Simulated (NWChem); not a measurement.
# r2SCAN/6-31++G(d,p) (spherical functions) run of CH3Cl (SMILES CCl)

Aim: the electronic atomisation energy of CH3Cl at r2SCAN/6-31++G** (spherical functions), from 4 runs. 

The results are computed with NWChem 7.3.0.

8 further runs of the same task are left out: 1 that didn't finish, 7 set aside as unsound or not needed.

## (1) The molecule

CH3Cl: 5 atoms, total charge 0, spin state singlet. As SMILES, `CCl`. Geometry: relaxed at PBE0-D4/def2-TZVP.

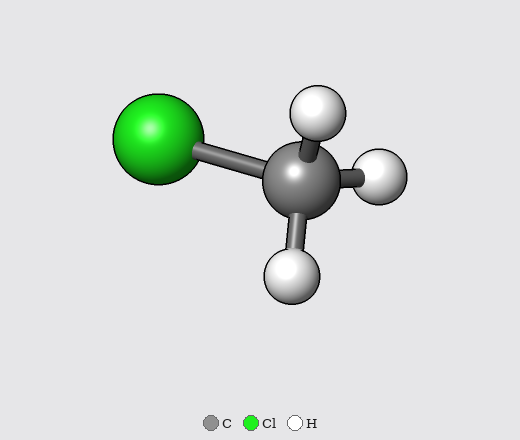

The structure, seen from a chosen angle (carbon grey, chlorine green, hydrogen white).

## (2) A single-point energy at r2SCAN/6-31++G(d,p) (spherical functions) (run 1)

File struct.nw:

```
start struct
memory 2200 mb

geometry units angstrom noautosym nocenter noautoz
  C    -0.120900    0.010000    0.051300
  Cl    1.469400   -0.290800   -0.672500
  H    -0.284800   -0.715400    0.844700
  H    -0.880000   -0.097100   -0.720100
  H    -0.133800    1.019700    0.455100
end

basis spherical bse
  * library 6-31++G**
end

dft
  xc r2scan
  mult 1
  grid fine
  convergence energy 1e-08
  iterations 100
  mulliken
  noprint "final vectors analysis"
end

task dft
```

The run is started by

```console
$ nwchem struct.nw > struct.out
```

Standard output:

```text
[...]
          Wavefunction type:  closed shell.
          No. of atoms     :     5
          No. of electrons :    26
[...]
          Charge           :     0
          Spin multiplicity:     1
[...]
          AO basis - number of functions:    58
[...]
              XC Information
              --------------
                      r^2SCAN Method XC Functional
               r^2SCAN metaGGA Exchange Functional  1.000
                     r^2SCAN Correlation Potential  1.000
[...]
 d= 0,ls=0.0,diis     1   -500.0111352408 -5.52D+02  1.27D-02  2.01D-01     0.7
[...]
 d= 0,ls=0.0,diis     8   -500.0337157561 -1.46D-09  2.07D-07  7.35D-11     4.8
         Total DFT energy =     -500.033715756094
      One electron energy =     -790.626470628368
           Coulomb energy =      273.784434937830
    Exchange-Corr. energy =      -34.729970952286
 Nuclear repulsion energy =       51.538290886730
[...]
      Total Density - Mulliken Population Analysis
     ---------------------------------------------
    Atom       Charge   Shell Charges
 -----------   ------   -------------------------------------------------------
    1 C    6     6.53   2.00  0.67  2.04  0.71  1.04  0.02  0.01  0.04
    2 Cl  17    17.04   2.00  2.00  5.97  1.38  3.62  0.58  1.45 -0.04  0.05  0.03
    3 H    1     0.81   0.53  0.26  0.01  0.01
    4 H    1     0.81   0.53  0.26  0.01  0.01
    5 H    1     0.81   0.53  0.26  0.01  0.01
[...]
```

Run time: 5.4 s. Hardware: 1 thread of Intel Xeon 6975P-C (Granite Rapids), shared host; peak memory 0.11 GiB.

## (3) The C atom, same level (run 2)

File c.nw:

```
start c
title "C r2SCAN"
memory stack 880 mb heap 220 mb global 1100 mb
charge 0

geometry units angstrom noautosym nocenter noautoz
   C     0.000000    0.000000    0.000000
end

basis "ao basis" spherical bse
   C library 6-31++G**
end

dft
   xc r2scan
   mult 3
   grid fine
   convergence energy 1e-08
   iterations 100
   mulliken
   print low
end

task dft energy
```

The run is started by

```console
$ nwchem c.nw > c.out
```

Standard output:

```text
[...]
 d= 0,ls=0.0,diis     1    -37.7676598085 -3.78D+01  2.70D-02  7.91D-02     0.1
[...]
 d= 0,ls=0.0,diis     7    -37.8232027933 -6.07D-10  2.65D-06  3.37D-11     0.2
[...]
         Total DFT energy =      -37.823202793265
      One electron energy =      -50.424419311274
           Coulomb energy =       17.804923488518
    Exchange-Corr. energy =       -5.203706970509
 Nuclear repulsion energy =        0.000000000000
[...]
      Total Density - Mulliken Population Analysis
     ---------------------------------------------
    Atom       Charge   Shell Charges
 -----------   ------   -------------------------------------------------------
    1 C    6     6.00   2.00  0.88  1.22  1.07  0.71  0.05  0.07  0.00
     --------------------------------------------
      Spin Density - Mulliken Population Analysis
     --------------------------------------------
    Atom       Charge   Shell Charges
 -----------   ------   -------------------------------------------------------
    1 C    6     2.00  -0.00  0.06  1.22 -0.04  0.71 -0.02  0.07 -0.00
[...]
      <S2> =      2.0042 (Exact =     2.0000)
[...]
```

Wall time 0.82 s (1 thread of Intel Xeon 6975P-C (Granite Rapids), shared host); peak memory 0.1 GiB.

Run 3 isn't shown in full; the table further down has it.

## (4) The H atom, same level (run 4)

File input.nw:

```
start input
title "H"
memory 2200 mb
geometry noautosym nocenter noautoz
   H     0.000000    0.000000    0.000000
end
basis spherical bse
   * library 6-31++G**
end
dft
   xc r2scan
   mult 2
   grid fine
   convergence energy 1e-08
   maxiter 100
   mulliken
   noprint "final vectors analysis"
end
task dft energy
```

The run is started by

```console
$ nwchem input.nw > input.out
```

Standard output:

```text
[...]
          Wavefunction type:  spin polarized.
          No. of atoms     :     1
          No. of electrons :     1
[...]
          Charge           :     0
          Spin multiplicity:     2
[...]
          AO basis - number of functions:     6
[...]
              XC Information
              --------------
                      r^2SCAN Method XC Functional
               r^2SCAN metaGGA Exchange Functional  1.000
                     r^2SCAN Correlation Potential  1.000
[...]
 d= 0,ls=0.0,diis     1     -0.4991649927 -4.99D-01  5.17D-03  1.46D-04     0.0
[...]
 d= 0,ls=0.0,diis     4     -0.4992873873 -6.84D-10  2.08D-06  1.30D-11     0.1
[...]
         Total DFT energy =       -0.499287387254
      One electron energy =       -0.498659662531
           Coulomb energy =        0.308230293723
    Exchange-Corr. energy =       -0.308858018446
 Nuclear repulsion energy =        0.000000000000
[...]
      Total Density - Mulliken Population Analysis
     ---------------------------------------------
    Atom       Charge   Shell Charges
 -----------   ------   -------------------------------------------------------
    1 H    1     1.00   0.37  0.58  0.05  0.00
     --------------------------------------------
      Spin Density - Mulliken Population Analysis
     --------------------------------------------
    Atom       Charge   Shell Charges
 -----------   ------   -------------------------------------------------------
    1 H    1     1.00   0.37  0.58  0.05  0.00
[...]
      <S2> =      0.7500 (Exact =     0.7500)
[...]
```

Run time: 0.65 s. Hardware: 1 thread of Intel Xeon 6975P-C (Granite Rapids), shared host; peak memory 0.1 GiB.

## (5) The series

```tsv
run	level	partner	energy (Eh)	wall time
1	r2SCAN/6-31++G** (spherical functions)	base	-500.033716	5.4 s
2	U-r2SCAN/6-31++G** (spherical functions)	atoms	-37.823203	0.82 s
3	U-r2SCAN/6-31++G** (spherical functions)	atoms	-460.085961	1.3 s
4	U-r2SCAN/6-31++G** (spherical functions)	atoms	-0.499287	0.65 s
```

## (6) Outcome

At r2SCAN/6-31++G** (spherical functions):

| quantity | value |
| --- | --- |
| H atom: total energy | -0.49929 Eh |
| H atom: ⟨S²⟩ | 0.750 |
| electronic atomisation energy | 17.053 eV |

Taking the molecule apart into free atoms costs 17.05 eV (393 kcal/mol), before zero-point energy and without spin-orbit coupling. All runs together took 8.2 s, the longest 5.4 s.
